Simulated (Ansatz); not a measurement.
Take BAs in the zinc blende structure (space group F-43m, No. 216; a = 4.7679 Å) as the base. Axes: x, y, z lie along the cube axes.

It is then changed as follows: uniaxial strain ε_zz = +2.50 %, all other strain components held at zero, atoms relaxed at fixed cell.

Level of theory: PBEsol in Ansatz (plane waves to 420 eV, PAW, no spin-orbit coupling).

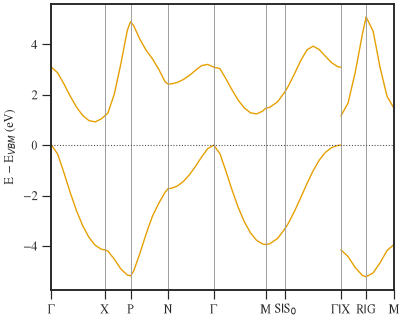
Fig. 1. Highest valence and lowest conduction band along the path of the changed cell's own zone

The gap is 0.92 eV, indirect, Γ → Γ–X (82 % along); the base has 1.08 eV.

Whether these cells are dynamically stable was not tested. k-point labels follow each cell's own Brillouin zone.

Ansatz is an electronic-structure program.
